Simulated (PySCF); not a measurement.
C7H13F3, SMILES CC(C)(C)CCC(F)(F)F at its GFN2-xTB optimised geometry (Å):

```
23

C      0.0278     0.1096     4.9631
C     -0.5109    -0.6377     3.7388
C     -0.0207    -2.0865     3.7859
C     -2.0405    -0.6092     3.7727
C      0.0247     0.0830     2.4882
C     -0.4216    -0.5199     1.1550
C      0.1640     0.2626     0.0000
F     -0.2119    -0.2397    -1.1901
F      1.5062     0.2626     0.0000
F     -0.2147     1.5503     0.0000
H     -0.3194    -0.3615     5.8793
H      1.1153     0.1050     4.9681
H     -0.3104     1.1432     4.9617
H     -0.2976    -2.5413     4.7340
H     -0.4633    -2.6807     2.9906
H      1.0619    -2.1292     3.6916
H     -2.3979    -0.9978     4.7232
H     -2.4086     0.4081     3.6612
H     -2.4657    -1.2223     2.9822
H      1.1168     0.0752     2.5227
H     -0.2999     1.1257     2.5214
H     -1.5062    -0.4875     1.0473
H     -0.0804    -1.5503     1.0503
```

Method: PBE/def2-SVP in PySCF.

Map of the HOMO−1 amplitude (bohr^(-3/2)) on the plane z = 0.6 Å; orbital energy -7.79 eV, overall sign arbitrary:

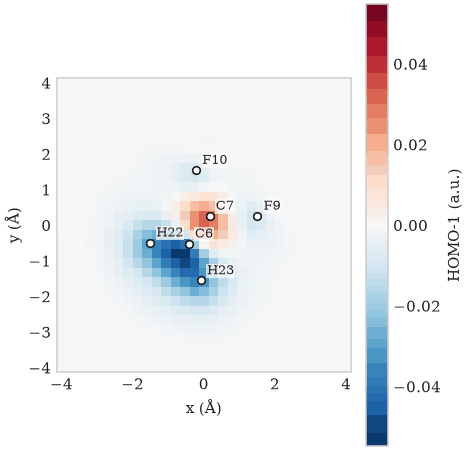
*HOMO−1 amplitude (bohr^(-3/2)) on the plane z = 0.6 Å.*
